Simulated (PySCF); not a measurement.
**CHO2 (SMILES O=[C]O) at UCISD/STO-6G**

What is the vertical doublet–quartet gap of CHO2 at UCISD/STO-6G? Input form: a Python script.

The calculation is run with PySCF 2.14.0.

14 further runs of the same task are left out: 4 that didn't finish, 10 set aside as unsound or not needed.

## Step 1: The structure to begin with

CHO2: 4 atoms, total charge 0, spin state doublet. SMILES: `O=[C]O`. The shape is that of a PBE0-D4/def2-TZVP optimisation.

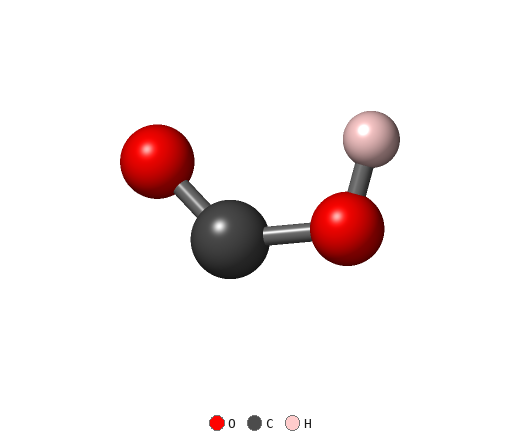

The structure, seen from a chosen angle (oxygen red, carbon dark grey, hydrogen pink).

## Step 2: A single-point energy at UCISD/STO-6G

Contents of start.xyz:

```xyz
4
CHO2
O      0.047700     0.326400     1.340500
C      0.481200    -0.303400     0.443400
O      0.134900    -0.348200    -0.825300
H     -0.608300     0.264800    -0.978800
```

Contents of run.py:

```python
# O=[C]O
from pyscf import gto, scf, ci

mol = gto.Mole()
mol.atom = 'start.xyz'
mol.verbose = 3
mol.basis = 'sto-6g'
mol.spin = 1
mol.max_memory = 1860
mol.build()

mf = scf.UHF(mol)
mf.conv_tol = 1e-10
mf.kernel()
if not mf.converged:
    mf = mf.newton().run(mf.mo_coeff, mf.mo_occ)

cisd = ci.CISD(mf, frozen=3)
cisd.kernel()
energy = cisd.e_tot
print('E(%s) = %.9f' % ('CISD', energy))
```

Launch:

```
OMP_NUM_THREADS=1 python run.py
```

Standard output:

```text
converged SCF energy = -187.379440848778  <S^2> = 0.77380703  2S+1 = 2.023667
E(UCISD) = -187.5383846873288  E_corr = -0.1589438385509047
E(CISD) = -187.538384687
```

Run time: 0.86 s. Hardware: 1 thread of Arm Neoverse V1, shared host; peak memory 0.1 GiB.

## Step 3: The quartet at the same level

Contents of calc.py:

```python
from pyscf import gto, ci

mol = gto.M(
    atom=[
    ('O', (0.047700, 0.326400, 1.340500)),
    ('C', (0.481200, -0.303400, 0.443400)),
    ('O', (0.134900, -0.348200, -0.825300)),
    ('H', (-0.608300, 0.264800, -0.978800)),
],
    basis='sto-6g',
    verbose=3,
    max_memory=1860,
    spin=3,
)

hf = mol.UHF()
hf.conv_tol = 1e-10
hf.kernel()
if not hf.converged:
    hf = hf.newton().run(hf.mo_coeff, hf.mo_occ)

cisd = ci.CISD(hf, frozen=3)
cisd.kernel()
e_final = cisd.e_tot
print(f'total energy: {e_final:.8f} hartree')
```

Launch:

```
OMP_NUM_THREADS=1 python calc.py
```

Standard output:

```text
WARN: HOMO 0.183883280033778 >= LUMO -0.409280863899624

converged SCF energy = -187.204605285304  <S^2> = 3.7550565  2S+1 = 4.0025274
E(UCISD) = -187.3032180513663  E_corr = -0.09861276606266195
total energy: -187.30321805 hartree
```

Wall time 0.95 s (1 thread of Arm Neoverse V1, shared host); peak memory 0.12 GiB.

## Step 4: What came out

Level: UCISD/STO-6G, 3 core orbitals frozen.

```
                                                           quantity          value
                                              doublet: total energy  -187.53838 Eh
                      doublet: dipole moment (Hartree–Fock density)         1.51 D
doublet: HOMO energy (Hartree–Fock orbitals) (highest over α and β)       -8.61 eV
 doublet: LUMO energy (Hartree–Fock orbitals) (lowest over α and β)        6.66 eV
               doublet: correlation energy (3 core orbitals frozen)     -158.9 mEh
                         doublet: ⟨S²⟩ of the reference determinant          0.774
                                              quartet: total energy  -187.30322 Eh
                      quartet: dipole moment (Hartree–Fock density)         1.39 D
quartet: HOMO energy (Hartree–Fock orbitals) (highest over α and β)       -5.83 eV
 quartet: LUMO energy (Hartree–Fock orbitals) (lowest over α and β)        3.77 eV
               quartet: correlation energy (3 core orbitals frozen)      -98.6 mEh
                         quartet: ⟨S²⟩ of the reference determinant          3.755
                   vertical energy of the quartet above the doublet       6.399 eV
```

What this shows: At this shape the quartet lies 6.40 eV (617 kJ/mol) above the doublet. In a minimal basis such a difference can be off by several eV, whatever the method. Mulliken charges (quartet) of the mean-field density run from -0.29 on O3 to +0.23 on H4; they depend strongly on the basis.
